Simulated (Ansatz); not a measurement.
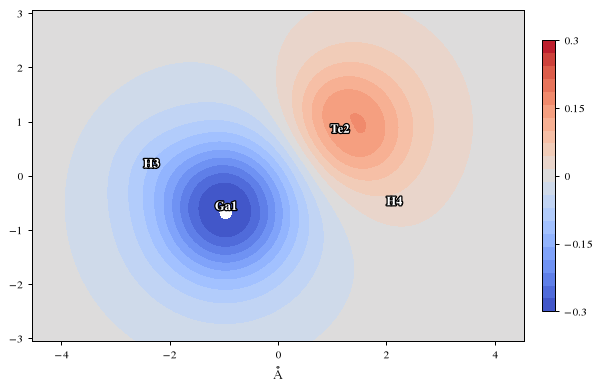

GaH$_{2}$Te (doublet). One frontier orbital on a plane 0.8 Å above the molecular plane (values in Å⁻³ᐟ²; the overall sign is arbitrary).

Geometry: PBE0-D4/def2-TZVP; core potentials replace the inner electrons of Te.

The calculation used UKS PBE0-D4/def2-TZVPP in Ansatz.

```yaml
atoms:
  - { symbol: Ga, position_ang: [-0.4863, -0.7891, 0.6138] }
  - { symbol: Te, position_ang: [0.7430, 0.9640, -0.7636] }
  - { symbol: H, position_ang: [0.4143, -1.8960, 1.3304] }
  - { symbol: H, position_ang: [-0.6711, 1.7211, -1.1806] }
```

Question: Which orbital is it: HOMO (α) or LUMO (α)?

Answer: The LUMO (α), at −1.88 eV. Its weight (Hirshfeld) is mainly on Ga1 (about 75 %) and Te2 (about 15 %); it changes sign across the molecular plane (π type).
